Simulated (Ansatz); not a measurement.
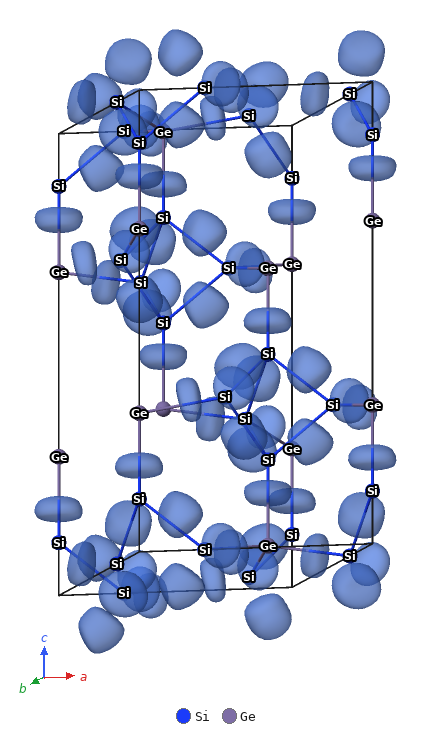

The picture shows: Si₅Ge₂. Isosurface of the ELF at 0.8 (blue), seen at an oblique angle. Only the valence region is drawn (cores and ρ < 0.01 e/Å³ removed). Sticks mark near contacts.

Space group R32; a generated structure, not necessarily the stable one.

Computed with DFT PBE, scalar-relativistic, plane waves, PAW in Ansatz.

Core electrons are frozen (PAW), and the valence fields are smoothed inside the atomic spheres.

Q: Describe the localisation domains.

A: The ELF exceeds this value in 24 regions between bonded Ge–Si atoms (shared pairs) and 18 regions between bonded Si–Si atoms (shared pairs), counted in one cell of 21 atoms. Any copies at cell faces, edges or corners count once.

Values along the shortest contacts:
Si–Si (2.37 Å): the ELF peaks at about 0.90 between the atoms, as expected for a covalent bond. Si–Ge (2.42 Å): the ELF peaks at about 0.90 between the atoms: localised, covalent bonding.

Q: Which way does charge flow, and how much by Bader's partition?

A: Electrons move from Si towards Ge. Bader charges: Si +0.04 to +0.12 and Ge −0.21 e.
